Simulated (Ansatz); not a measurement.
The reference is TiO2 in the rutile structure (space group P4_2/mnm, No. 136; a = 4.591 Å, c = 2.939 Å).

Structures relaxed with plane-wave PAW DFT at the PBEsol level (Ansatz, a first-principles code, 420 eV), no SOC.

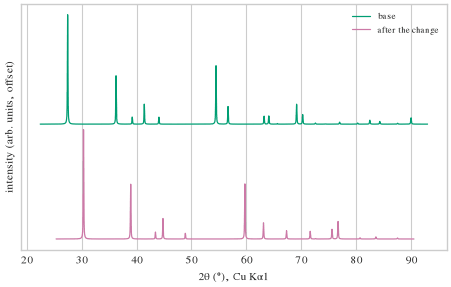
Figure: Simulated powder patterns before (top) and after one change

Task: Which of these changes matches the shifts?
A) pressure 100 GPa
B) pressure 75 GPa
C) pressure 50 GPa
D) pressure 3 GPa

Result: A, pressure 100 GPa. Its volume per atom is 8.03 Å³ against 10.33 Å³, and its space group is P4_2/mnm (No. 136).

Load acts through the strain it causes; cell and atoms are relaxed under it. Stability against distortions was not tested. No other phases were tried under pressure. The final runs are not spin-polarised.
